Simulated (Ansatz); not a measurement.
**BH3 + CH2O: a complex and its separated parts**

Aim: how far the complex at one end of a reaction step lies below its separated, relaxed parts, level by level.

Computed with Ansatz 0.2.0, Gaussian basis. Level: PBE0-D4/def2-TZVP structures, single points in def2-TZVPP, no counterpoise correction.

Levels: SPW92, PBE-D4, BLYP-D4, r2SCAN-D4, B97M-V, PBE0-D4, B3LYP-D4, r2SCAN0-D4, BHLYP-D4, CAM-B3LYP-D4, wB97X-V, wB97M-V, B2PLYP, PBE-QIDH, RPA on PBE, Hartree-Fock, MP2, CCSD, CCSD(T).

Cores are frozen in the correlated methods. B3LYP uses VWN-RPA correlation. B2PLYP carries no dispersion term here.

57 further runs of the same task are left out: 1 that didn't finish, 56 set aside as unsound or not needed.

### 1 The starting structure

The complex: 8 atoms, charge 0, spin multiplicity 1.

Atoms are counted from 1 here; the program's logs count them from 0.

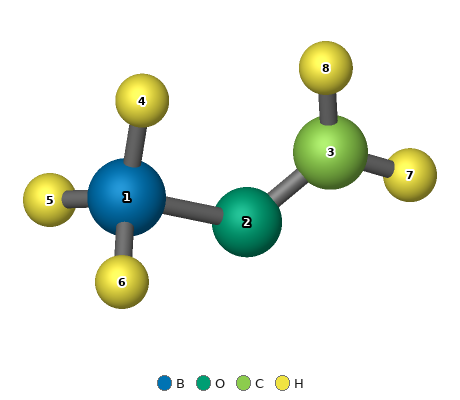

The starting geometry (boron blue, oxygen teal, carbon green, hydrogen yellow); atoms are numbered from 1 in the order of the file.

As a file:

```csv
atom,x (Å),y (Å),z (Å)
B1,-1.0380,0.0949,0.4265
O2,0.0297,-0.3434,-0.6808
C3,1.2215,-0.1423,-0.5621
H4,-0.3821,0.6192,1.3030
H5,-1.7730,0.8337,-0.1835
H6,-1.5621,-0.9509,0.7262
H7,1.8931,-0.4698,-1.3605
H8,1.6109,0.3589,0.3312
```

Its parts: BH3 holds atoms 1, 4, 5, 6; CH2O holds atoms 2, 3, 7, 8. Each part counts its atoms afresh in its own runs.

### 2 Relaxing BH3 alone

relax-a/in.yaml

```yaml
crystal:
  periodic: [false, false, false]
  atoms:
    - {symbol: B, position_ang: [-1.038001, 0.094856, 0.426495]}
    - {symbol: H, position_ang: [-0.382140, 0.619152, 1.302966]}
    - {symbol: H, position_ang: [-1.772965, 0.833720, -0.183548]}
    - {symbol: H, position_ang: [-1.562132, -0.950943, 0.726218]}
basis:
  gaussian: {orbitals: def2-TZVP}
hamiltonian: {xc: pbe0, dispersion: d4}
relax: {f_tol: 0.005, max_steps: 200}
```

On the command line:

```bash
$ ansatz run in.yaml --threads 2 --pin off --events-out ev --progress --plain --max-ram 4352MiB
```

After this run come: Relaxing CH2O alone; SPW92/def2-TZVPP; PBE-D4/def2-TZVPP; BLYP-D4/def2-TZVPP; r2SCAN-D4/def2-TZVPP; B97M-V/def2-TZVPP; PBE0-D4/def2-TZVPP; B3LYP-D4/def2-TZVPP; r2SCAN0-D4/def2-TZVPP; BHLYP-D4/def2-TZVPP; CAM-B3LYP-D4/def2-TZVPP; wB97X-V/def2-TZVPP; wB97M-V/def2-TZVPP; B2PLYP/def2-TZVPP; PBE-QIDH/def2-TZVPP; RPA on PBE/def2-TZVPP; CCSD(T)/def2-TZVPP; Vibrations of BH3; Vibrations of CH2O.

Q: Predict the outcome of this session. Wanted: complex less parts, CCSD(T)/def2-TZVPP; with zero-point energy; largest T1 diagnostic.

As calculated:

```
                              quantity         value
complex less parts, CCSD(T)/def2-TZVPP  -69.1 kJ/mol
                with zero-point energy  -50.0 kJ/mol
                 largest T1 diagnostic         0.017
```

At CCSD(T) the complex lies 69.1 kJ/mol below its parts. B3LYP-D4 is the best functional here (-1.1 kJ/mol from CCSD(T)); SPW92 is the worst (-73.3 kJ/mol). Mean unsigned error by rung: LDA 73.3, GGA 13.7, meta-GGA 13.8, hybrid 8.6, range-separated hybrid 3.9, double hybrid 6.1 kJ/mol. PBE-D4 gives a relative energy 23.9 kJ/mol too low, outside chemical accuracy (1 kcal/mol, 4.2 kJ/mol). No counterpoise was applied, and triple zeta lacks some correlation, so the CCSD(T) reference has a basis error of its own, and close matches with it are partly luck.
